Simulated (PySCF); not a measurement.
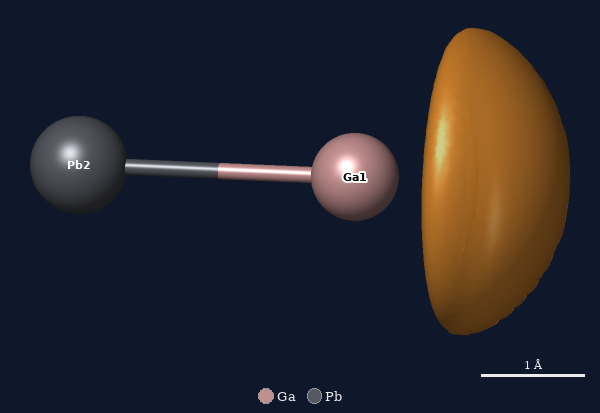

Figure 1: GaPb (quartet). Isosurface of the ELF at 0.75 (orange), seen from one side. Core shells and regions of very low density are left out.

Core potentials replace the inner electrons of Pb.

All numbers below come from PBE0/cc-pVDZ(-PP), non-relativistic Hamiltonian with scalar-relativistic core potentials where named, at a bond length of 2.743 Å (PySCF 2.14.0).

Question: Identify the bonds, lone pairs and shells in this picture.

Answer: The surface consists of one lobe on Ga, pointing away from the bonds (non-bonding electrons). Profiles from the grid: Ga–Pb (2.74 Å): the ELF is about 0.40 at the midpoint.
